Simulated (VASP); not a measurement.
Band structure of KHgI3 (space group Pm-3m). All values below come from PBE GGA, VASP's PBE PAW potentials (set 64) (plane waves; VASP).

Unless said otherwise, spin-orbit coupling is left out, though it shifts the bands of the heavy elements here.

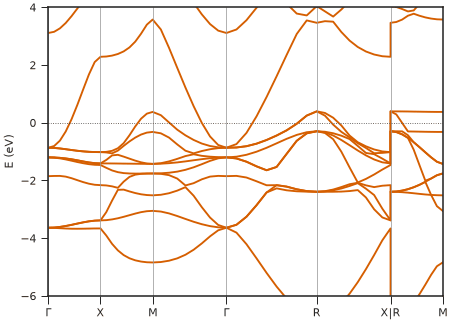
Figure: Bands along high-symmetry lines, zero at the valence-band maximum or, without a gap, the Fermi level

Task: Read the plot: is there a gap, and where are the band edges?

Result: It has no gap at this level: it comes out as a metal or semimetal.

The structure was generated: KHgI3 was put into an ordered model structure, which need not be its known phase. The cell was not relaxed at this level. The k-mesh is coarse (spacing up to 0.36 per Å, 2π included), so the numbers may not be converged in it.
